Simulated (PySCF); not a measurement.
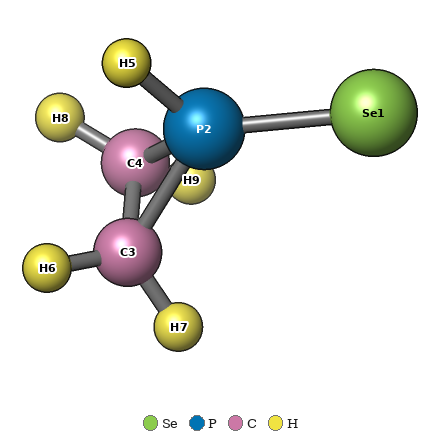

C₂H₅PSe, SMILES [Se]=[PH]1CC1. Vertical core-electron binding energies by ΔSCF (SCAN, pcX-2 on the ionised atom, pcseg-1 elsewhere, spin-free X2C; PySCF, at a PBE0-D3(BJ)/def2-SVP geometry (no frequency check)), gas phase, against the vacuum level. One atom of each kind was ionised; within a panel, areas follow the number of like atoms and 2j + 1 (2p levels are split by first-order spin-orbit coupling, an approximation), each panel is scaled alone, Gaussians of 1.0 eV full width. Only the regions named are shown. Lines closer than the width merge in the curve.

**Predict the P 2p, C 1s and P 1s photoelectron lines.**

```
  level   atoms  binding energy (eV)
P 2p1/2      P2                138.8
P 2p3/2      P2                137.9
   C 1s  C3, C4                291.1
   P 1s      P2               2151.6
```

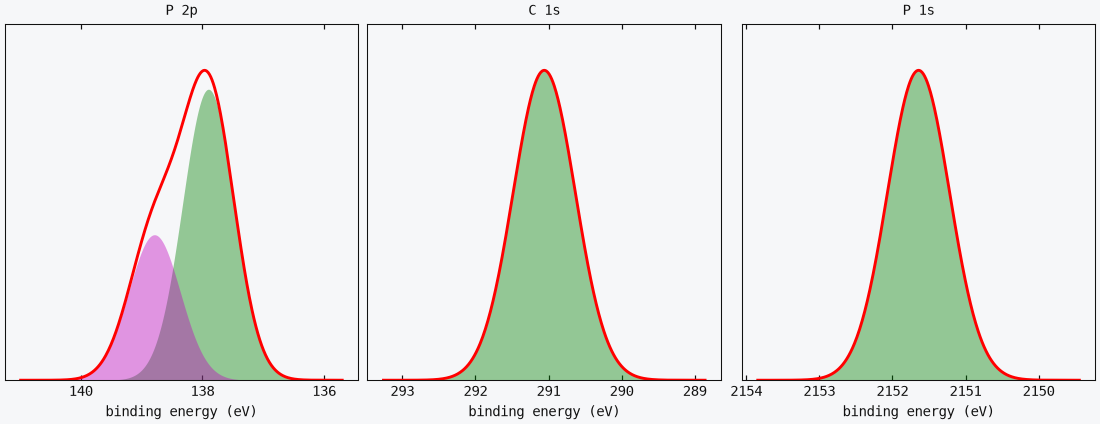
